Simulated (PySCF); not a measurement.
**Rhodium: the same states on changed settings**

Aim: see what changed settings do to total energies and their difference. The change: radial step 0.5 in ln r (0.13 in the sound run), unsound on purpose. A sound run of the same states serves as the yardstick.

Program: PySCF 2.14.0. Level of theory: unrestricted determinants in a Gaussian basis, no spin-orbit coupling in the energies. These are calculated values, not measurements, unless marked.

**1. The system**

```
Element     : rhodium (Z = 45)
Basis       : def2-SVP with the def2 core potential (28 electrons) (5s3p2d1f, 31 functions)
Hamiltonian : scalar relativity through the core potential
State 1     : Rh⁺: [Kr] 4d8, high-spin 3F determinant
State 2     : Rh²⁺: [Kr] 4d7, high-spin 4F determinant
Methods     : TPSS, PBE0
```

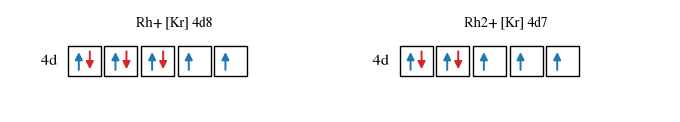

Outer shells as boxes.

The sound run (def2-SVP with ECP28, scalar relativity through the core potential, symmetry-adapted start, fine grid, valence correlation) gave:

| species | method | energy (hartree) |
| --- | --- | --- |
| Rh⁺ | UHF | -109.48512 |
| Rh⁺ | TPSS | -110.14267 |
| Rh⁺ | PBE0 | -110.17205 |
| Rh⁺ | MP2 (valence) | -109.60731 |
| Rh²⁺ | UHF | -108.88738 |
| Rh²⁺ | TPSS | -109.47668 |
| Rh²⁺ | PBE0 | -109.50285 |
| Rh²⁺ | MP2 (valence) | -108.97300 |

One driver process ran all states and methods and kept the integrals in memory. Each run is shown as a PySCF script that sums up its settings (the driver passes frozen orbitals as a list and adds second-order terms of double hybrids); the logs are those of the runs themselves. The driver starts from symmetry-adapted Hartree-Fock orbitals, holds the occupation by maximum overlap and uses a logarithmic radial grid for functionals, so a plain start would take other cycles.

The driver's launch:

```sh
OMP_NUM_THREADS=1 python atomrun2.py TASK.json OUT
```

The integrals over 31 functions and the set-up took 0.03 s of CPU time.

The grid is set inside the driver, so the scripts do not show it: radial step 0.5 in ln r (0.13 in the sound run).

**2. Changed run, Rh⁺**

**TPSS**

input.py

```python
from pyscf import gto, scf, dft, mp, cc
import basis_set_exchange as bse
txt = bse.get_basis("def2-SVP", elements=["Rh"], fmt="nwchem", header=False)
cut = txt.index("\nECP")
mol = gto.M(atom="Rh 0 0 0", charge=1, spin=2, symmetry="D2h",
            basis=gto.basis.parse(txt[:cut]),
            ecp={"Rh": gto.basis.parse_ecp(txt[cut:])})
mf = dft.UKS(mol, xc="TPSS")
mf.irrep_nelec = {'Ag': (3, 1), 'B1g': (1, 1), 'B2g': (1, 1), 'B3g': (1, 1), 'B1u': (1, 1), 'B2u': (1, 1), 'B3u': (1, 1)}
mf.kernel()
```

Standard output:

```text
damping factor = 0
level_shift factor = 0
DIIS = <class 'pyscf.scf.diis.CDIIS'>
diis_start_cycle = 1
diis_space = 10
diis_damp = 0
SCF conv_tol = 1e-09
SCF conv_tol_grad = None
number electrons alpha = 9  beta = 7
XC functionals = TPSS
    J. Tao, J. P. Perdew, V. N. Staroverov, and G. E. Scuseria.,  Phys. Rev. Lett. 91, 146401 (2003)
    J. P. Perdew, J. Tao, V. N. Staroverov, and G. E. Scuseria.,  J. Chem. Phys. 120, 6898 (2004)
    J. Tao, J. P. Perdew, V. N. Staroverov, and G. E. Scuseria.,  Phys. Rev. Lett. 91, 146401 (2003)
    J. P. Perdew, J. Tao, V. N. Staroverov, and G. E. Scuseria.,  J. Chem. Phys. 120, 6898 (2004)
cycle= 1 E= -110.144363212065  delta_E= -0.00406  |g|= 0.0571  |ddm|= 0.193
cycle= 2 E= -110.144217157957  delta_E= 0.000146  |g|= 0.0601  |ddm|= 0.132
cycle= 3 E= -110.146259685468  delta_E= -0.00204  |g|= 0.000522  |ddm|= 0.0675
cycle= 4 E= -110.146259843528  delta_E= -1.58e-07  |g|= 1.79e-05  |ddm|= 0.000607
cycle= 5 E= -110.146259843762  delta_E= -2.34e-10  |g|= 5.61e-07  |ddm|= 2.71e-05
converged SCF energy = -110.146259843762  <S^2> = 2.0009803  2S+1 = 3.0006535
```

It took 0.17 s on 1 thread of Neoverse-V1, shared host, the integrals not counted.

Orbital energies by shell (radii are means over both spins):

| shell | electrons | mean orbital energy (eV) | spread (eV) | rms radius (bohr) |
| --- | --- | --- | --- | --- |
| 4s α | 1 | -92.941 | 0 | 1.05 |
| 4s β | 1 | -91.517 | 0 | 1.05 |
| 4p α | 3 | -59.974 | 0 | 1.17 |
| 4p β | 3 | -58.362 | 0 | 1.17 |
| 4d α | 5 | -14.022 | 0.881 | 1.71 |
| 4d β | 3 | -12.962 | 0 | 1.71 |

⟨S²⟩ = 2.001, ⟨L²⟩ = 12.02.

Energies and moments cover only the electrons outside the core potential.

**PBE0**

input.py, as changed from the run before:

```diff
@@ -7,3 +7,3 @@
             ecp={"Rh": gto.basis.parse_ecp(txt[cut:])})
-mf = dft.UKS(mol, xc="TPSS")
+mf = dft.UKS(mol, xc="PBE0")
 mf.irrep_nelec = {'Ag': (3, 1), 'B1g': (1, 1), 'B2g': (1, 1), 'B3g': (1, 1), 'B1u': (1, 1), 'B2u': (1, 1), 'B3u': (1, 1)}
```

Standard output:

```text
damping factor = 0
level_shift factor = 0
DIIS = <class 'pyscf.scf.diis.CDIIS'>
diis_start_cycle = 1
diis_space = 10
diis_damp = 0
SCF conv_tol = 1e-09
SCF conv_tol_grad = None
number electrons alpha = 9  beta = 7
XC functionals = PBE0
    C. Adamo and V. Barone.,  J. Chem. Phys. 110, 6158 (1999)
    M. Ernzerhof and G. E. Scuseria.,  J. Chem. Phys. 110, 5029 (1999)
cycle= 1 E= -110.157961864954  delta_E= -0.00293  |g|= 0.0306  |ddm|= 0.115
cycle= 2 E= -110.15814159566  delta_E= -0.00018  |g|= 0.0238  |ddm|= 0.0592
cycle= 3 E= -110.158444678453  delta_E= -0.000303  |g|= 0.000518  |ddm|= 0.0268
cycle= 4 E= -110.158444903442  delta_E= -2.25e-07  |g|= 4.38e-05  |ddm|= 0.000872
cycle= 5 E= -110.158444906011  delta_E= -2.57e-09  |g|= 2.05e-06  |ddm|= 0.000111
cycle= 6 E= -110.158444906014  delta_E= -2.71e-12  |g|= 7e-08  |ddm|= 2.92e-06
converged SCF energy = -110.158444906014  <S^2> = 2.0012235  2S+1 = 3.0008156
```

It took 0.11 s on 1 thread of Neoverse-V1, shared host, the integrals not counted.

Energies and moments cover only the electrons outside the core potential.

**3. Changed run, Rh²⁺**

**TPSS**

input.py

```python
from pyscf import gto, scf, dft, mp, cc
import basis_set_exchange as bse
txt = bse.get_basis("def2-SVP", elements=["Rh"], fmt="nwchem", header=False)
cut = txt.index("\nECP")
mol = gto.M(atom="Rh 0 0 0", charge=2, spin=3, symmetry="D2h",
            basis=gto.basis.parse(txt[:cut]),
            ecp={"Rh": gto.basis.parse_ecp(txt[cut:])})
mf = dft.UKS(mol, xc="TPSS")
mf.irrep_nelec = {'Ag': (3, 2), 'B1g': (1, 1), 'B2g': (1, 0), 'B3g': (1, 0), 'B1u': (1, 1), 'B2u': (1, 1), 'B3u': (1, 1)}
mf.kernel()
```

Standard output:

```text
damping factor = 0
level_shift factor = 0
DIIS = <class 'pyscf.scf.diis.CDIIS'>
diis_start_cycle = 1
diis_space = 10
diis_damp = 0
SCF conv_tol = 1e-09
SCF conv_tol_grad = None
number electrons alpha = 9  beta = 6
XC functionals = TPSS
    J. Tao, J. P. Perdew, V. N. Staroverov, and G. E. Scuseria.,  Phys. Rev. Lett. 91, 146401 (2003)
    J. P. Perdew, J. Tao, V. N. Staroverov, and G. E. Scuseria.,  J. Chem. Phys. 120, 6898 (2004)
    J. Tao, J. P. Perdew, V. N. Staroverov, and G. E. Scuseria.,  Phys. Rev. Lett. 91, 146401 (2003)
    J. P. Perdew, J. Tao, V. N. Staroverov, and G. E. Scuseria.,  J. Chem. Phys. 120, 6898 (2004)
cycle= 1 E= -109.483958505082  delta_E= -0.00489  |g|= 0.0215  |ddm|= 0.15
cycle= 2 E= -109.484143895087  delta_E= -0.000185  |g|= 0.0128  |ddm|= 0.0402
cycle= 3 E= -109.484230428837  delta_E= -8.65e-05  |g|= 0.000208  |ddm|= 0.0147
cycle= 4 E= -109.484230451254  delta_E= -2.24e-08  |g|= 1.51e-05  |ddm|= 0.000241
cycle= 5 E= -109.484230451387  delta_E= -1.33e-10  |g|= 1.95e-08  |ddm|= 1.79e-05
converged SCF energy = -109.484230451387  <S^2> = 3.7508543  2S+1 = 4.0004272
```

Time after the integrals: 0.17 s (1 thread of Neoverse-V1, shared host).

The occupied shells:

| shell | electrons | mean orbital energy (eV) | spread (eV) | rms radius (bohr) |
| --- | --- | --- | --- | --- |
| 4s α | 1 | -107.07 | 0 | 1.04 |
| 4s β | 1 | -104.78 | 0 | 1.04 |
| 4p α | 3 | -73.886 | 0 | 1.16 |
| 4p β | 3 | -71.310 | 0 | 1.16 |
| 4d α | 5 | -26.851 | 0.973 | 1.58 |
| 4d β | 2 | -25.251 | 0 | 1.58 |

⟨S²⟩ = 3.751, ⟨L²⟩ = 12.01.

Energies and moments cover only the electrons outside the core potential.

**PBE0**

input.py, as changed from the run before:

```diff
@@ -7,3 +7,3 @@
             ecp={"Rh": gto.basis.parse_ecp(txt[cut:])})
-mf = dft.UKS(mol, xc="TPSS")
+mf = dft.UKS(mol, xc="PBE0")
 mf.irrep_nelec = {'Ag': (3, 2), 'B1g': (1, 1), 'B2g': (1, 0), 'B3g': (1, 0), 'B1u': (1, 1), 'B2u': (1, 1), 'B3u': (1, 1)}
```

Standard output:

```text
damping factor = 0
level_shift factor = 0
DIIS = <class 'pyscf.scf.diis.CDIIS'>
diis_start_cycle = 1
diis_space = 10
diis_damp = 0
SCF conv_tol = 1e-09
SCF conv_tol_grad = None
number electrons alpha = 9  beta = 6
XC functionals = PBE0
    C. Adamo and V. Barone.,  J. Chem. Phys. 110, 6158 (1999)
    M. Ernzerhof and G. E. Scuseria.,  J. Chem. Phys. 110, 5029 (1999)
cycle= 1 E= -109.486881205518  delta_E= -0.00281  |g|= 0.0119  |ddm|= 0.0893
cycle= 2 E= -109.486932148305  delta_E= -5.09e-05  |g|= 0.00406  |ddm|= 0.017
cycle= 3 E= -109.486939992028  delta_E= -7.84e-06  |g|= 0.000335  |ddm|= 0.00497
cycle= 4 E= -109.486940050899  delta_E= -5.89e-08  |g|= 1.24e-05  |ddm|= 0.000413
cycle= 5 E= -109.486940051033  delta_E= -1.34e-10  |g|= 5.04e-07  |ddm|= 2.24e-05
converged SCF energy = -109.486940051033  <S^2> = 3.7509949  2S+1 = 4.0004974
```

It took 0.09 s on 1 thread of Neoverse-V1, shared host, the integrals not counted.

Energies and moments cover only the electrons outside the core potential.

**4. What moved**

| species | method | converged | energy less sound run (eV) |
| --- | --- | --- | --- |
| Rh⁺ | TPSS | yes | -0.0977 |
| Rh⁺ | PBE0 | yes | +0.3702 |
| Rh²⁺ | TPSS | yes | -0.2054 |
| Rh²⁺ | PBE0 | yes | +0.4329 |

Ionisation energy of Rh⁺:

| method | sound run (eV) | changed run (eV) | shift (eV) |
| --- | --- | --- | --- |
| UHF | 16.266 | 16.266 | +0.000 |
| TPSS | 18.122 | 18.015 | -0.108 |
| PBE0 | 18.210 | 18.273 | +0.063 |

**5. Outcome**

```
                                 quantity                                            value
                                   change  radial step 0.5 in ln r (0.13 in the sound run)
                           runs converged                                           4 of 4
largest shift of a converged total energy                                         0.433 eV
   largest shift of the ionisation energy                                 -0.108 eV (TPSS)
```

What this shows: The ionisation energy moves by up to 0.11 eV, at TPSS. A coarse radial grid mis-integrates the density and the exchange-correlation energy, with errors of either sign; Hartree-Fock needs no grid. The setting is unsound on purpose, so these numbers are no properties of the atom.
